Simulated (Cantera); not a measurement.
Input: 1 mol SiO2, 3.6 mol CH4, 0.68 mol N2, equilibrated at 1800 °C.

Equilibrium computed with Cantera from the NASA thermochemical tables; the gas is ideal and each condensed phase is pure. Candidate condensed phases: C, C6H6, C7H8, C8H18, H2O, Si, SiC, SiO2, Si2N2O, Si3N4; 151 gas species. The tables' values for SiN are old estimates; treat these amounts as uncertain. Kinetics and transport are ignored.

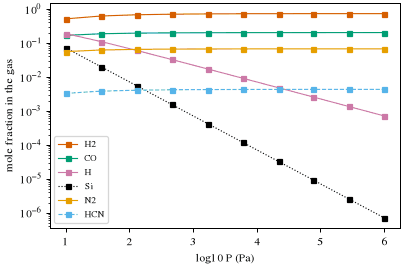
Figure. Equilibrium gas composition (values under 1e-9 drawn at 1e-9)

From 0.000100 bar to 10.0 bar the condensed part is C(graphite) + SiC(s). The main Si-bearing gas is Si at 0.000100 bar and SiO at 10.0 bar.
